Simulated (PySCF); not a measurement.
**H₄KSi, charge +1, SMILES `[K+].[SiH4]`: what the electrons do**

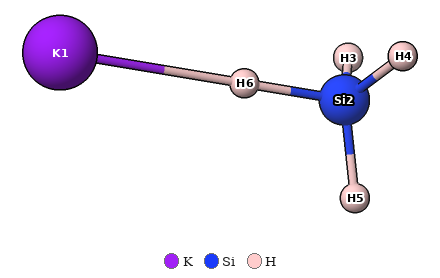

The molecule, with its atoms numbered as below. The pair's geometry is semi-empirical, so its contact may be too short or too long.

Cartesian coordinates (Å):

```
K1       2.1717   -0.0000   -0.0000
Si2     -2.3163    0.0000    0.0002
H3      -2.6983   -1.1268   -0.8373
H4      -2.7006   -0.1625    1.3897
H5      -2.6982    1.2888   -0.5568
H6      -0.7363    0.0005    0.0014
```

Part 1: Bonding charge

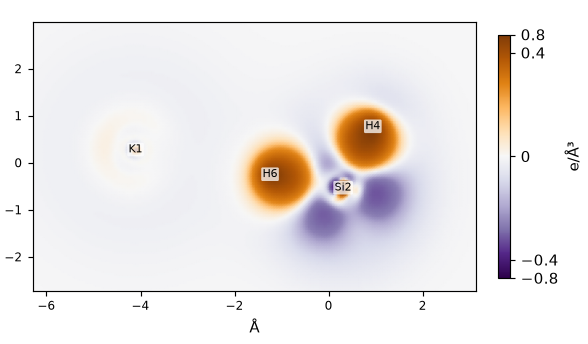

Deformation density (molecule less spherical, spin-averaged free atoms) in the plane of K1, Si2, H4 and H6; colour scale in e/Å³, logarithmic beyond ±0.1; orange: gain, purple: loss.

PySCF calculation, B3LYP/def2-TZVP, gas phase; geometry: GFN2-xTB.

**Describe the bonding that the map shows.**

Si2–H4: +0.24 e/Å³ at the bond critical point (bond length 1.45 Å, Mayer order 1.0). Si2–H6: +0.12 e/Å³ at the bond critical point (bond length 1.58 Å, Mayer order 0.8); up to 0.6 Å beside the axis the gain reaches +0.32 e/Å³. In all, 1.2 electrons gather in the regions of gain relative to the promolecule of neutral atoms (the regions of loss give up this much and the cation's charge besides). A small or negative value marks a very polar bond, one between electron-rich atoms, whose free-atom densities already overlap strongly, a long bond to a heavier atom, or a closed-shell contact such as a hydrogen bond.

**Where do the Hirshfeld charges lie?**

The highest Hirshfeld charge is on K1 (+0.92 e), the lowest on H6 (−0.12 e).

Part 2: Electrostatic potential

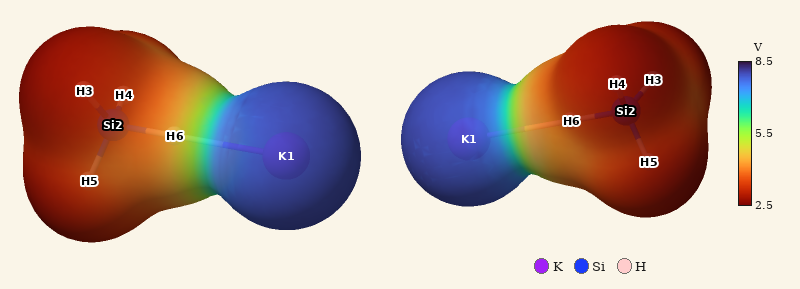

Electrostatic potential on the surface of electron density 0.001 a.u. (back view left, front view right).

**Where are the extremes of the potential on the surface?**

Highest: 8.02 V, 1.7 Å from K1, and at like points elsewhere. Further maxima include 3.89 V, near Si2 (2.00 Å), H5 (2.09 Å), H3 (2.16 Å) and H4 (2.17 Å). Lowest: 2.67 V, 1.5 Å from H5, and at like points elsewhere. Further minima include 7.93 V, 1.8 Å from K1. The surface is sampled at points, so like sites can differ by a few per cent and only the strongest of them is named.

**What volume does the surface enclose?**

About 87 Å³.

Part 3: Binding density

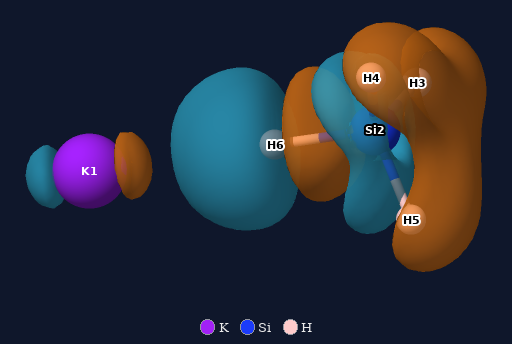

Density of the complex less the densities of the two fragments at the same geometry, ±0.004 e/Å³ (light blue: gain, orange: loss). Fragment A: K(+1) (atom 1); fragment B: SiH4.

**How is the density rearranged on binding?**

Hirshfeld charges show 0.025 e passing from B to A. By Hirshfeld charges, electrons gather most on H6 (−0.060 e) and leave Si2 most (+0.033 e); 0.15 e is displaced in all.

**What is the interaction energy, and which contacts carry it?**

The counterpoise-corrected interaction energy of the frozen fragments is −5.9 kcal/mol without dispersion correction and −8.4 kcal/mol with D3(BJ). D3 uses neutral-atom coefficients and tends to overbind metal cations. The pair geometry is semi-empirical, not a minimum at this level. Contacts: K1···H6, 2.91 Å, ρ = 0.005 a.u. The pose is a local one from a semi-empirical search, not shown to be the most stable.
